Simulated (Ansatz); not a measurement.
# AlH4SeSi+ (SMILES [SiH2+][AlH][SeH]): one structure at several levels

Aim: energy, forces and dipole at a structure displaced at random from a GFN2-xTB minimum, from CCSD(T) and from density functionals.

The runs use Ansatz 0.2.0, Gaussian basis; single points in def2-TZVPP.

Cores are frozen in the correlated methods. Filled d shells of the heavier atoms are correlated.

## Step 1: Starting geometry

SMILES `[SiH2+][AlH][SeH]`, 7 atoms, charge 1, spin multiplicity 1.

Atoms are counted from 1 here; the program's logs count them from 0.

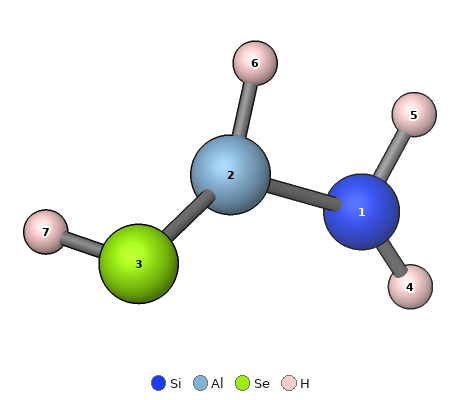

The starting geometry (silicon blue, aluminium light blue, selenium green, hydrogen pink); atoms are numbered from 1 in the order of the file.

Coordinates:

```xyz
7

Si   -1.5949    0.2026   -0.7711
Al    0.7715    0.0491    0.2510
Se    2.4609   -1.4497    0.3310
H    -2.7324   -0.4898   -1.3898
H    -1.9668    1.6419   -0.7862
H     0.6637    1.5251    0.5793
H     2.2792   -1.5586    1.7762
```

## Step 2: CCSD(T)/def2-TZVPP

Contents of run/in.yaml:

```yaml
crystal:
  periodic: [false, false, false]
  atoms:
    - {symbol: Si, position_ang: [-1.594900, 0.202600, -0.771100]}
    - {symbol: Al, position_ang: [0.771500, 0.049100, 0.251000]}
    - {symbol: Se, position_ang: [2.460900, -1.449700, 0.331000]}
    - {symbol: H, position_ang: [-2.732400, -0.489800, -1.389800]}
    - {symbol: H, position_ang: [-1.966800, 1.641900, -0.786200]}
    - {symbol: H, position_ang: [0.663700, 1.525100, 0.579300]}
    - {symbol: H, position_ang: [2.279200, -1.558600, 1.776200]}
basis:
  gaussian: {orbitals: def2-TZVPP}
total_charge: 1
correlation: {method: ccsd_t}
output: {forces: true}
```

No record of the launch command was kept for these runs.

## Step 3: PBE0-D4/def2-TZVPP

run/in.yaml: that of step 2 with these lines changed.

```diff
@@ -13,3 +13,3 @@
 total_charge: 1
-correlation: {method: ccsd_t}
-output: {forces: true}
+hamiltonian: {xc: pbe0, dispersion: d4}
+output: {forces: true, orbitals: {seedname: orbitals}}
```

## Step 4: wB97M-V/def2-TZVPP

run/in.yaml: that of step 3 with these lines changed.

```diff
@@ -13,3 +13,3 @@
 total_charge: 1
-hamiltonian: {xc: pbe0, dispersion: d4}
-output: {forces: true, orbitals: {seedname: orbitals}}
+hamiltonian: {xc: {name: wB97M-V}}
+output: {forces: true}
```

## Step 5: r2SCAN-D4/def2-TZVPP

run/in.yaml: that of step 4 with these lines changed.

```diff
@@ -13,3 +13,3 @@
 total_charge: 1
-hamiltonian: {xc: {name: wB97M-V}}
+hamiltonian: {xc: r2scan, dispersion: d4}
 output: {forces: true}
```

## Step 6: PBE-D4/def2-TZVPP

run/in.yaml: that of step 5 with these lines changed.

```diff
@@ -13,3 +13,3 @@
 total_charge: 1
-hamiltonian: {xc: r2scan, dispersion: d4}
+hamiltonian: {xc: pbe, dispersion: d4}
 output: {forces: true}
```

## Step 7: HSE06-D4/def2-TZVPP

run/in.yaml: that of step 6 with these lines changed.

```diff
@@ -13,3 +13,3 @@
 total_charge: 1
-hamiltonian: {xc: pbe, dispersion: d4}
+hamiltonian: {xc: hse06, dispersion: d4}
 output: {forces: true}
```

## Step 8: B97M-V/def2-TZVPP

run/in.yaml: that of step 7 with these lines changed.

```diff
@@ -13,3 +13,3 @@
 total_charge: 1
-hamiltonian: {xc: hse06, dispersion: d4}
+hamiltonian: {xc: {name: B97M-V}}
 output: {forces: true}
```

(Steps that only read results are left out.)

**Question.** What will these runs give? Wanted: energy less free atoms, CCSD(T)/def2-TZVPP; RMS force component; RMS force error; HOMO and LUMO, PBE0-D4; T1 diagnostic.

The runs gave:

| quantity | value |
| --- | --- |
| energy less free atoms, CCSD(T)/def2-TZVPP | -932.8 kJ/mol |
| RMS force component | 0.234 to 0.390 eV/Å over the methods |
| RMS force error | PBE0-D4 0.078, wB97M-V 0.057, r2SCAN-D4 0.069, PBE-D4 0.200, HSE06-D4 0.080, B97M-V 0.062 eV/Å |
| HOMO and LUMO, PBE0-D4 | -11.58 and -9.28 eV |
| T1 diagnostic | 0.011 |

In words: Against CCSD(T) the functionals' energies less atoms differ by -55.9 to -9.5 kJ/mol, PBE-D4 by -19.3 kJ/mol. A larger basis would deepen the CCSD(T) value, while the functionals are nearly converged already, so the order here is not reliable. On forces the order runs from wB97M-V to PBE-D4. Frozen-core CCSD(T) forces in triple zeta carry basis errors of their own, and this is one geometry, so small gaps rank nothing.
